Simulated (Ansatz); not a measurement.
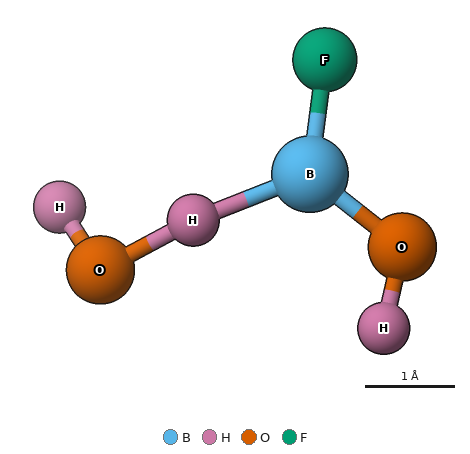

Fig. 1: The input geometry (ball-and-stick view, seen on its broad side). Bond lengths as drawn: B–F 1.31 Å, B–H 1.41 Å, B–O 1.33 Å and H–O 0.95 to 1.21 Å.

# Molecular dynamics of BH3O2F (part 1 of 4)

System: BH3O2F, multiplicity 2.
Method: UHF/def2-SVP (Ansatz 0.2.0).

It belongs to a series of runs on one base structure; here: dynamics from the highest image of the converged band.

## Output
```
Engine: ansatz 0.2.0, aarch64-unknown-linux-gnu
Functional definition: HF
  exchange = exact_x
  correlation = 0
751 factors; integrals over basis functions are off by at most 4.6e-4 eV
mean field evaluation 1: about -7489.0290 eV, gradient 3.2e1 eV
mean field evaluation 2: about -7489.1361 eV, gradient 3.2e1 eV
mean field evaluation 4: about -7493.5153 eV, gradient 3.2e0 eV
mean field evaluation 8: about -7493.7069 eV, gradient 5.2e-1 eV
mean field evaluation 16: about -7493.7137 eV, gradient 2.6e-5 eV
mean field -7493.71371366 eV, -275.3888995556 hartree, gradient 2.6e-5 eV, S^2 0.784502; 0 other end points of the search recorded, 0 dependent functions left out
the calculation of the forces begins
reference -7493.71371366 eV, -275.3888995556 hartree; 17, 16 occupied and 54, 55 virtual orbitals, 751 factors
md step     0: t =     0.00 fs  T =   100.0 K  F+E_penalty+E_count = -7493.71371366 eV  E_kin = 0.064630 eV  conserved = -7493.64908366 eV  (66 SCF iters)
these checks for a lower state are left out or cut short: starts, cluster_reference, orbital_swaps, neighbouring_geometries, increment
751 factors; integrals over basis functions are off by at most 4.7e-4 eV
mean field evaluation 32: about -7493.5298 eV, gradient 8.8e-1 eV
mean field -7493.71310071 eV, -275.3888770300 hartree, gradient 2.0e-5 eV, S^2 0.784310; 0 other end points of the search recorded, 0 dependent functions left out
the calculation of the forces begins
reference -7493.71310071 eV, -275.3888770300 hartree; 17, 16 occupied and 54, 55 virtual orbitals, 751 factors
md step     1: t =     0.50 fs  T =    99.1 K  F+E_penalty+E_count = -7493.71310071 eV  E_kin = 0.064045 eV  conserved = -7493.64905547 eV  (51 SCF iters)
[... from here on the SCF iterations and repeated set-up lines of each step are left out, up to the last step ...]
md step     2: t =     1.00 fs  T =    97.1 K  F+E_penalty+E_count = -7493.71172228 eV  E_kin = 0.062747 eV  conserved = -7493.64897499 eV  (51 SCF iters)
md step     3: t =     1.50 fs  T =    95.9 K  F+E_penalty+E_count = -7493.71084898 eV  E_kin = 0.061978 eV  conserved = -7493.64887067 eV  (52 SCF iters)
md step     4: t =     2.00 fs  T =    98.0 K  F+E_penalty+E_count = -7493.71213378 eV  E_kin = 0.063365 eV  conserved = -7493.64876882 eV  (51 SCF iters)
md step     5: t =     2.50 fs  T =   106.1 K  F+E_penalty+E_count = -7493.71721822 eV  E_kin = 0.068546 eV  conserved = -7493.64867197 eV  (51 SCF iters)
md step     6: t =     3.00 fs  T =   122.5 K  F+E_penalty+E_count = -7493.72770900 eV  E_kin = 0.079156 eV  conserved = -7493.64855262 eV  (50 SCF iters)
md step     7: t =     3.50 fs  T =   150.5 K  F+E_penalty+E_count = -7493.74562298 eV  E_kin = 0.097250 eV  conserved = -7493.64837347 eV  (49 SCF iters)
md step     8: t =     4.00 fs  T =   194.7 K  F+E_penalty+E_count = -7493.77399750 eV  E_kin = 0.125860 eV  conserved = -7493.64813800 eV  (47 SCF iters)
md step     9: t =     4.50 fs  T =   261.4 K  F+E_penalty+E_count = -7493.81690768 eV  E_kin = 0.168938 eV  conserved = -7493.64797014 eV  (45 SCF iters)
md step    10: t =     5.00 fs  T =   355.1 K  F+E_penalty+E_count = -7493.87771108 eV  E_kin = 0.229505 eV  conserved = -7493.64820596 eV  (44 SCF iters)
md step    11: t =     5.50 fs  T =   471.7 K  F+E_penalty+E_count = -7493.95424735 eV  E_kin = 0.304839 eV  conserved = -7493.64940803 eV  (75 SCF iters)
md step    12: t =     6.00 fs  T =   586.4 K  F+E_penalty+E_count = -7494.03105272 eV  E_kin = 0.378974 eV  conserved = -7493.65207832 eV  (44 SCF iters)
md step    13: t =     6.50 fs  T =   646.2 K  F+E_penalty+E_count = -7494.07340480 eV  E_kin = 0.417652 eV  conserved = -7493.65575306 eV  (44 SCF iters)
md step    14: t =     7.00 fs  T =   586.8 K  F+E_penalty+E_count = -7494.03693098 eV  E_kin = 0.379263 eV  conserved = -7493.65766833 eV  (44 SCF iters)
md step    15: t =     7.50 fs  T =   396.3 K  F+E_penalty+E_count = -7493.90972196 eV  E_kin = 0.256157 eV  conserved = -7493.65356472 eV  (45 SCF iters)
md step    16: t =     8.00 fs  T =   189.2 K  F+E_penalty+E_count = -7493.76703154 eV  E_kin = 0.122276 eV  conserved = -7493.64475549 eV  (45 SCF iters)
md step    17: t =     8.50 fs  T =   150.7 K  F+E_penalty+E_count = -7493.73962592 eV  E_kin = 0.097428 eV  conserved = -7493.64219779 eV  (45 SCF iters)
md step    18: t =     9.00 fs  T =   330.1 K  F+E_penalty+E_count = -7493.86323822 eV  E_kin = 0.213345 eV  conserved = -7493.64989353 eV  (44 SCF iters)
md step    19: t =     9.50 fs  T =   572.7 K  F+E_penalty+E_count = -7494.02738110 eV  E_kin = 0.370156 eV  conserved = -7493.65722501 eV  (44 SCF iters)
md step    20: t =    10.00 fs  T =   707.8 K  F+E_penalty+E_count = -7494.11527536 eV  E_kin = 0.457463 eV  conserved = -7493.65781257 eV  (45 SCF iters)
md step    21: t =    10.50 fs  T =   692.2 K  F+E_penalty+E_count = -7494.10193029 eV  E_kin = 0.447400 eV  conserved = -7493.65453046 eV  (45 SCF iters)
md step    22: t =    11.00 fs  T =   577.7 K  F+E_penalty+E_count = -7494.02458155 eV  E_kin = 0.373397 eV  conserved = -7493.65118437 eV  (45 SCF iters)
md step    23: t =    11.50 fs  T =   431.9 K  F+E_penalty+E_count = -7493.92826636 eV  E_kin = 0.279143 eV  conserved = -7493.64912293 eV  (45 SCF iters)
md step    24: t =    12.00 fs  T =   301.0 K  F+E_penalty+E_count = -7493.84267524 eV  E_kin = 0.194510 eV  conserved = -7493.64816515 eV  (45 SCF iters)
md step    25: t =    12.50 fs  T =   208.3 K  F+E_penalty+E_count = -7493.78238667 eV  E_kin = 0.134604 eV  conserved = -7493.64778226 eV  (45 SCF iters)
md step    26: t =    13.00 fs  T =   164.1 K  F+E_penalty+E_count = -7493.75363133 eV  E_kin = 0.106040 eV  conserved = -7493.64759178 eV  (46 SCF iters)
md step    27: t =    13.50 fs  T =   173.6 K  F+E_penalty+E_count = -7493.75961331 eV  E_kin = 0.112172 eV  conserved = -7493.64744088 eV  (46 SCF iters)
md step    28: t =    14.00 fs  T =   240.3 K  F+E_penalty+E_count = -7493.80267957 eV  E_kin = 0.155289 eV  conserved = -7493.64739078 eV  (80 SCF iters)
md step    29: t =    14.50 fs  T =   364.6 K  F+E_penalty+E_count = -7493.88338766 eV  E_kin = 0.235648 eV  conserved = -7493.64774001 eV  (47 SCF iters)
md step    30: t =    15.00 fs  T =   537.1 K  F+E_penalty+E_count = -7493.99618166 eV  E_kin = 0.347132 eV  conserved = -7493.64904977 eV  (45 SCF iters)
md step    31: t =    15.50 fs  T =   726.7 K  F+E_penalty+E_count = -7494.12160567 eV  E_kin = 0.469655 eV  conserved = -7493.65195087 eV  (46 SCF iters)
md step    32: t =    16.00 fs  T =   869.9 K  F+E_penalty+E_count = -7494.21853847 eV  E_kin = 0.562188 eV  conserved = -7493.65635027 eV  (45 SCF iters)
md step    33: t =    16.50 fs  T =   880.6 K  F+E_penalty+E_count = -7494.22896616 eV  E_kin = 0.569118 eV  conserved = -7493.65984854 eV  (44 SCF iters)
md step    34: t =    17.00 fs  T =   711.6 K  F+E_penalty+E_count = -7494.11712003 eV  E_kin = 0.459891 eV  conserved = -7493.65722953 eV  (45 SCF iters)
md step    35: t =    17.50 fs  T =   455.4 K  F+E_penalty+E_count = -7493.94117510 eV  E_kin = 0.294300 eV  conserved = -7493.64687513 eV  (45 SCF iters)
md step    36: t =    18.00 fs  T =   338.7 K  F+E_penalty+E_count = -7493.85917180 eV  E_kin = 0.218909 eV  conserved = -7493.64026245 eV  (46 SCF iters)
md step    37: t =    18.50 fs  T =   490.4 K  F+E_penalty+E_count = -7493.96429871 eV  E_kin = 0.316961 eV  conserved = -7493.64733750 eV  (46 SCF iters)
md step    38: t =    19.00 fs  T =   772.5 K  F+E_penalty+E_count = -7494.15673251 eV  E_kin = 0.499248 eV  conserved = -7493.65748416 eV  (45 SCF iters)
md step    39: t =    19.50 fs  T =   960.4 K  F+E_penalty+E_count = -7494.28059347 eV  E_kin = 0.620701 eV  conserved = -7493.65989244 eV  (44 SCF iters)
md step    40: t =    20.00 fs  T =   966.6 K  F+E_penalty+E_count = -7494.28122289 eV  E_kin = 0.624707 eV  conserved = -7493.65651544 eV  (44 SCF iters)
md step    41: t =    20.50 fs  T =   838.7 K  F+E_penalty+E_count = -7494.19432047 eV  E_kin = 0.542033 eV  conserved = -7493.65228762 eV  (45 SCF iters)
md step    42: t =    21.00 fs  T =   662.3 K  F+E_penalty+E_count = -7494.07737335 eV  E_kin = 0.428017 eV  conserved = -7493.64935626 eV  (46 SCF iters)
md step    43: t =    21.50 fs  T =   504.3 K  F+E_penalty+E_count = -7493.97373106 eV  E_kin = 0.325948 eV  conserved = -7493.64778300 eV  (46 SCF iters)
md step    44: t =    22.00 fs  T =   403.9 K  F+E_penalty+E_count = -7493.90810398 eV  E_kin = 0.261070 eV  conserved = -7493.64703376 eV  (49 SCF iters)
md step    45: t =    22.50 fs  T =   380.8 K  F+E_penalty+E_count = -7493.89280718 eV  E_kin = 0.246098 eV  conserved = -7493.64670900 eV  (49 SCF iters)
md step    46: t =    23.00 fs  T =   443.0 K  F+E_penalty+E_count = -7493.93308413 eV  E_kin = 0.286304 eV  conserved = -7493.64678004 eV  (48 SCF iters)
md step    47: t =    23.50 fs  T =   587.7 K  F+E_penalty+E_count = -7494.02742825 eV  E_kin = 0.379806 eV  conserved = -7493.64762202 eV  (47 SCF iters)
md step    48: t =    24.00 fs  T =   792.9 K  F+E_penalty+E_count = -7494.16230646 eV  E_kin = 0.512421 eV  conserved = -7493.64988537 eV  (46 SCF iters)
md step    49: t =    24.50 fs  T =  1004.8 K  F+E_penalty+E_count = -7494.30347303 eV  E_kin = 0.649433 eV  conserved = -7493.65404021 eV  (45 SCF iters)
md step    50: t =    25.00 fs  T =  1133.1 K  F+E_penalty+E_count = -7494.39152435 eV  E_kin = 0.732318 eV  conserved = -7493.65920680 eV  (44 SCF iters)
md step    51: t =    25.50 fs  T =  1080.9 K  F+E_penalty+E_count = -7494.35990157 eV  E_kin = 0.698596 eV  conserved = -7493.66130526 eV  (45 SCF iters)
md step    52: t =    26.00 fs  T =   841.3 K  F+E_penalty+E_count = -7494.19812436 eV  E_kin = 0.543763 eV  conserved = -7493.65436120 eV  (44 SCF iters)
md step    53: t =    26.50 fs  T =   595.1 K  F+E_penalty+E_count = -7494.02650463 eV  E_kin = 0.384626 eV  conserved = -7493.64187836 eV  (46 SCF iters)
md step    54: t =    27.00 fs  T =   596.0 K  F+E_penalty+E_count = -7494.02618610 eV  E_kin = 0.385217 eV  conserved = -7493.64096919 eV  (47 SCF iters)
md step    55: t =    27.50 fs  T =   860.7 K  F+E_penalty+E_count = -7494.20951765 eV  E_kin = 0.556286 eV  conserved = -7493.65323201 eV  (46 SCF iters)
md step    56: t =    28.00 fs  T =  1143.0 K  F+E_penalty+E_count = -7494.40018883 eV  E_kin = 0.738739 eV  conserved = -7493.66145030 eV  (46 SCF iters)
md step    57: t =    28.50 fs  T =  1240.0 K  F+E_penalty+E_count = -7494.46155649 eV  E_kin = 0.801399 eV  conserved = -7493.66015713 eV  (47 SCF iters)
md step    58: t =    29.00 fs  T =  1141.3 K  F+E_penalty+E_count = -7494.39260544 eV  E_kin = 0.737596 eV  conserved = -7493.65500978 eV  (46 SCF iters)
md step    59: t =    29.50 fs  T =   943.4 K  F+E_penalty+E_count = -7494.26021185 eV  E_kin = 0.609736 eV  conserved = -7493.65047554 eV  (45 SCF iters)
md step    60: t =    30.00 fs  T =   747.6 K  F+E_penalty+E_count = -7494.13085637 eV  E_kin = 0.483176 eV  conserved = -7493.64768016 eV  (48 SCF iters)
md step    61: t =    30.50 fs  T =   621.8 K  F+E_penalty+E_count = -7494.04817446 eV  E_kin = 0.401848 eV  conserved = -7493.64632626 eV  (50 SCF iters)
md step    62: t =    31.00 fs  T =   600.5 K  F+E_penalty+E_count = -7494.03414206 eV  E_kin = 0.388134 eV  conserved = -7493.64600841 eV  (48 SCF iters)
md step    63: t =    31.50 fs  T =   692.0 K  F+E_penalty+E_count = -7494.09392721 eV  E_kin = 0.447266 eV  conserved = -7493.64666093 eV  (54 SCF iters)
md step    64: t =    32.00 fs  T =   879.0 K  F+E_penalty+E_count = -7494.21671270 eV  E_kin = 0.568120 eV  conserved = -7493.64859313 eV  (47 SCF iters)
md step    65: t =    32.50 fs  T =  1113.2 K  F+E_penalty+E_count = -7494.37169117 eV  E_kin = 0.719440 eV  conserved = -7493.65225115 eV  (46 SCF iters)
md step    66: t =    33.00 fs  T =  1308.9 K  F+E_penalty+E_count = -7494.50337186 eV  E_kin = 0.845934 eV  conserved = -7493.65743824 eV  (46 SCF iters)
md step    67: t =    33.50 fs  T =  1357.5 K  F+E_penalty+E_count = -7494.53895236 eV  E_kin = 0.877363 eV  conserved = -7493.66158961 eV  (44 SCF iters)
md step    68: t =    34.00 fs  T =  1195.9 K  F+E_penalty+E_count = -7494.43175423 eV  E_kin = 0.772908 eV  conserved = -7493.65884643 eV  (45 SCF iters)
md step    69: t =    34.50 fs  T =   921.8 K  F+E_penalty+E_count = -7494.24282378 eV  E_kin = 0.595784 eV  conserved = -7493.64703986 eV  (45 SCF iters)
md step    70: t =    35.00 fs  T =   791.9 K  F+E_penalty+E_count = -7494.15123248 eV  E_kin = 0.511809 eV  conserved = -7493.63942302 eV  (48 SCF iters)
md step    71: t =    35.50 fs  T =   953.0 K  F+E_penalty+E_count = -7494.26358936 eV  E_kin = 0.615924 eV  conserved = -7493.64766529 eV  (46 SCF iters)
md step    72: t =    36.00 fs  T =  1246.8 K  F+E_penalty+E_count = -7494.46478419 eV  E_kin = 0.805837 eV  conserved = -7493.65894731 eV  (46 SCF iters)
md step    73: t =    36.50 fs  T =  1424.9 K  F+E_penalty+E_count = -7494.58204874 eV  E_kin = 0.920915 eV  conserved = -7493.66113340 eV  (44 SCF iters)
md step    74: t =    37.00 fs  T =  1400.8 K  F+E_penalty+E_count = -7494.56238021 eV  E_kin = 0.905316 eV  conserved = -7493.65706384 eV  (46 SCF iters)
md step    75: t =    37.50 fs  T =  1237.5 K  F+E_penalty+E_count = -7494.45204728 eV  E_kin = 0.799770 eV  conserved = -7493.65227769 eV  (45 SCF iters)
md step    76: t =    38.00 fs  T =  1035.9 K  F+E_penalty+E_count = -7494.31845381 eV  E_kin = 0.669527 eV  conserved = -7493.64892683 eV  (48 SCF iters)
md step    77: t =    38.50 fs  T =   875.2 K  F+E_penalty+E_count = -7494.21267063 eV  E_kin = 0.565627 eV  conserved = -7493.64704346 eV  (49 SCF iters)
md step    78: t =    39.00 fs  T =   802.2 K  F+E_penalty+E_count = -7494.16472113 eV  E_kin = 0.518479 eV  conserved = -7493.64624194 eV  (49 SCF iters)
md step    79: t =    39.50 fs  T =   837.4 K  F+E_penalty+E_count = -7494.18756371 eV  E_kin = 0.541193 eV  conserved = -7493.64637118 eV  (50 SCF iters)
md step    80: t =    40.00 fs  T =   976.7 K  F+E_penalty+E_count = -7494.27884877 eV  E_kin = 0.631235 eV  conserved = -7493.64761419 eV  (50 SCF iters)
md step    81: t =    40.50 fs  T =  1188.3 K  F+E_penalty+E_count = -7494.41835412 eV  E_kin = 0.767977 eV  conserved = -7493.65037690 eV  (47 SCF iters)
md step    82: t =    41.00 fs  T =  1405.2 K  F+E_penalty+E_count = -7494.56304654 eV  E_kin = 0.908184 eV  conserved = -7493.65486208 eV  (45 SCF iters)
md step    83: t =    41.50 fs  T =  1527.6 K  F+E_penalty+E_count = -7494.64715326 eV  E_kin = 0.987272 eV  conserved = -7493.65988115 eV  (45 SCF iters)
md step    84: t =    42.00 fs  T =  1460.8 K  F+E_penalty+E_count = -7494.60525950 eV  E_kin = 0.944110 eV  conserved = -7493.66114952 eV  (44 SCF iters)
md step    85: t =    42.50 fs  T =  1213.6 K  F+E_penalty+E_count = -7494.43775288 eV  E_kin = 0.784374 eV  conserved = -7493.65337906 eV  (44 SCF iters)
md step    86: t =    43.00 fs  T =   978.8 K  F+E_penalty+E_count = -7494.27422996 eV  E_kin = 0.632577 eV  conserved = -7493.64165304 eV  (45 SCF iters)
md step    87: t =    43.50 fs  T =   992.9 K  F+E_penalty+E_count = -7494.28388128 eV  E_kin = 0.641714 eV  conserved = -7493.64216700 eV  (78 SCF iters)
md step    88: t =    44.00 fs  T =  1246.8 K  F+E_penalty+E_count = -7494.45978672 eV  E_kin = 0.805788 eV  conserved = -7493.65399878 eV  (44 SCF iters)
md step    89: t =    44.50 fs  T =  1500.0 K  F+E_penalty+E_count = -7494.63052971 eV  E_kin = 0.969470 eV  conserved = -7493.66105929 eV  (45 SCF iters)
md step    90: t =    45.00 fs  T =  1572.9 K  F+E_penalty+E_count = -7494.67609166 eV  E_kin = 1.016590 eV  conserved = -7493.65950212 eV  (43 SCF iters)
md step    91: t =    45.50 fs  T =  1464.1 K  F+E_penalty+E_count = -7494.60102606 eV  E_kin = 0.946269 eV  conserved = -7493.65475728 eV  (44 SCF iters)
md step    92: t =    46.00 fs  T =  1264.0 K  F+E_penalty+E_count = -7494.46754455 eV  E_kin = 0.816896 eV  conserved = -7493.65064897 eV  (45 SCF iters)
md step    93: t =    46.50 fs  T =  1064.8 K  F+E_penalty+E_count = -7494.33618932 eV  E_kin = 0.688169 eV  conserved = -7493.64802023 eV  (46 SCF iters)
md step    94: t =    47.00 fs  T =   930.6 K  F+E_penalty+E_count = -7494.24803034 eV  E_kin = 0.601416 eV  conserved = -7493.64661395 eV  (48 SCF iters)
md step    95: t =    47.50 fs  T =   896.6 K  F+E_penalty+E_count = -7494.22564782 eV  E_kin = 0.579454 eV  conserved = -7493.64619406 eV  (48 SCF iters)
md step    96: t =    48.00 fs  T =   972.9 K  F+E_penalty+E_count = -7494.27561873 eV  E_kin = 0.628779 eV  conserved = -7493.64684019 eV  (47 SCF iters)
md step    97: t =    48.50 fs  T =  1142.2 K  F+E_penalty+E_count = -7494.38715068 eV  E_kin = 0.738233 eV  conserved = -7493.64891804 eV  (46 SCF iters)
md step    98: t =    49.00 fs  T =  1353.0 K  F+E_penalty+E_count = -7494.52724368 eV  E_kin = 0.874436 eV  conserved = -7493.65280742 eV  (46 SCF iters)
md step    99: t =    49.50 fs  T =  1515.1 K  F+E_penalty+E_count = -7494.63726019 eV  E_kin = 0.979236 eV  conserved = -7493.65802434 eV  (45 SCF iters)
md step   100: t =    50.00 fs  T =  1521.7 K  F+E_penalty+E_count = -7494.64493376 eV  E_kin = 0.983451 eV  conserved = -7493.66148313 eV  (45 SCF iters)
md step   101: t =    50.50 fs  T =  1326.5 K  F+E_penalty+E_count = -7494.51472907 eV  E_kin = 0.857343 eV  conserved = -7493.65738567 eV  (45 SCF iters)
md step   102: t =    51.00 fs  T =  1052.3 K  F+E_penalty+E_count = -7494.32574138 eV  E_kin = 0.680128 eV  conserved = -7493.64561327 eV  (44 SCF iters)
md step   103: t =    51.50 fs  T =   948.5 K  F+E_penalty+E_count = -7494.25348483 eV  E_kin = 0.613009 eV  conserved = -7493.64047548 eV  (44 SCF iters)
md step   104: t =    52.00 fs  T =  1115.2 K  F+E_penalty+E_count = -7494.37036182 eV  E_kin = 0.720751 eV  conserved = -7493.64961088 eV  (44 SCF iters)
md step   105: t =    52.50 fs  T =  1375.3 K  F+E_penalty+E_count = -7494.54791580 eV  E_kin = 0.888835 eV  conserved = -7493.65908060 eV  (45 SCF iters)
md step   106: t =    53.00 fs  T =  1512.0 K  F+E_penalty+E_count = -7494.63719490 eV  E_kin = 0.977184 eV  conserved = -7493.66001124 eV  (44 SCF iters)
md step   107: t =    53.50 fs  T =  1467.8 K  F+E_penalty+E_count = -7494.60488061 eV  E_kin = 0.948667 eV  conserved = -7493.65621371 eV  (43 SCF iters)
md step   108: t =    54.00 fs  T =  1304.9 K  F+E_penalty+E_count = -7494.49558951 eV  E_kin = 0.843378 eV  conserved = -7493.65221184 eV  (44 SCF iters)
md step   109: t =    54.50 fs  T =  1109.0 K  F+E_penalty+E_count = -7494.36608679 eV  E_kin = 0.716744 eV  conserved = -7493.64934286 eV  (47 SCF iters)
md step   110: t =    55.00 fs  T =   947.9 K  F+E_penalty+E_count = -7494.26013157 eV  E_kin = 0.612626 eV  conserved = -7493.64750533 eV  (47 SCF iters)
md step   111: t =    55.50 fs  T =   866.6 K  F+E_penalty+E_count = -7494.20662441 eV  E_kin = 0.560089 eV  conserved = -7493.64653560 eV  (48 SCF iters)
md step   112: t =    56.00 fs  T =   888.4 K  F+E_penalty+E_count = -7494.22073316 eV  E_kin = 0.574198 eV  conserved = -7493.64653481 eV  (32 SCF iters)
md step   113: t =    56.50 fs  T =  1012.0 K  F+E_penalty+E_count = -7494.30190310 eV  E_kin = 0.654061 eV  conserved = -7493.64784186 eV  (30 SCF iters)
md step   114: t =    57.00 fs  T =  1203.9 K  F+E_penalty+E_count = -7494.42894252 eV  E_kin = 0.778071 eV  conserved = -7493.65087186 eV  (32 SCF iters)
md step   115: t =    57.50 fs  T =  1391.8 K  F+E_penalty+E_count = -7494.55509238 eV  E_kin = 0.899493 eV  conserved = -7493.65559960 eV  (31 SCF iters)
```
